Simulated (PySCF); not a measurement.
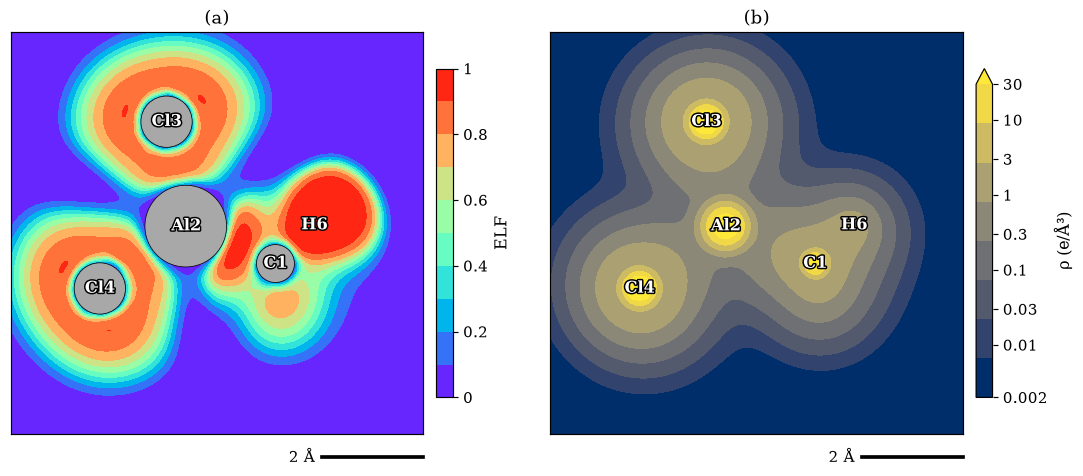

The picture shows: CH3AlCl2 (SMILES [CH3][Al]([Cl])[Cl]). (a) electron localisation function; (b) total electron density on the plane of atoms Cl3, Al2 and Cl4. Grey discs cover the atomic cores in the ELF map.

Geometry: PBE0-D3(BJ)/ma-def2-SVP.

Method: DFT single point, gas phase, functional PBE0 (PySCF 2.14.0, density-fitted response routines).

The calculation's input:

```
{"job": {"kind": "sp", "xc": "PBE0", "basis": "ma-def2-TZVP", "d3": "d3bj", "grid": 2}, "charge": 0, "multiplicity": 1}
C     -0.819406    -0.178535     0.493342
Al     0.789347     0.151806    -0.519251
Cl     2.114473    -1.378575    -1.104170
Cl     1.346533     2.102417    -1.087509
H     -0.696490     0.197293     1.523187
H     -1.059133    -1.250783     0.549569
H     -1.677181     0.357731     0.057490
```

Launched as:

```sh
OMP_NUM_THREADS=1 python redox_run.py task.json out
```

Question: Interpret the plot.

Answer:
- Atoms in the plane: C, Al, Cl and H.
- C–Al (1.93 Å): ρ at the midpoint is about 0.75 e/Å³; the ELF peaks at about 0.95 between the atoms: a polar covalent bond.
- Al–Cl (2.11 Å): the density is about 0.73 e/Å³ at the midpoint; the ELF peaks at about 0.85 in the valence shell of Cl, 0.9 Å from its nucleus, and is about 0.80 at the midpoint.
- C–H (1.10 Å): the density is about 1.9 e/Å³ at the midpoint; the ELF climbs to about 1 towards the hydrogen, as it does in any bond to H; an ordinary covalent bond to hydrogen.
- The ELF also peaks beside Cl4 and Cl3, away from the bonds: lone-pair regions.
